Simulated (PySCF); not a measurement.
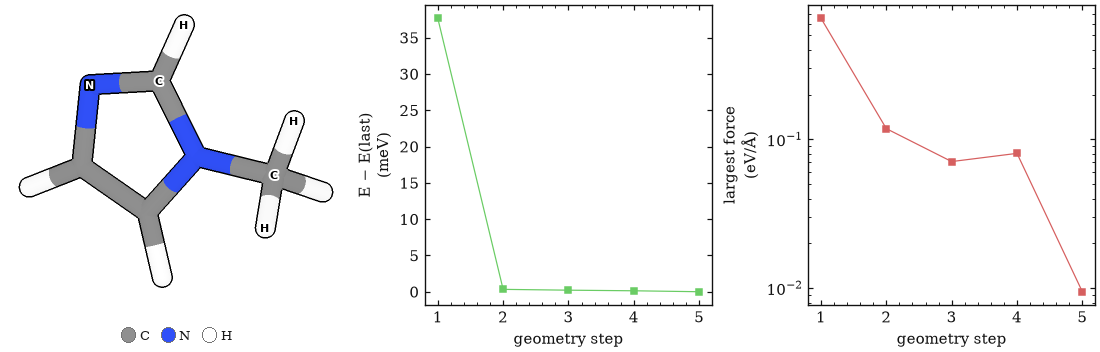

Beside the plot: the molecule at the start.

History of a geometry optimisation.

C$_{4}$H$_{6}$N$_{2}$ (SMILES Cn1ccnc1); PySCF 2.14.0, density fitting, PBE0-D3(BJ)/def2-SVP, geometry optimisation.

**How did the optimisation end?**

The optimisation met its thresholds at geometry 5, counting the start as the first. The energy fell by about 38 meV from the first step to the last. The largest force goes from about 0.65 eV/Å at the start to 9 × 10⁻³ eV/Å at the end.
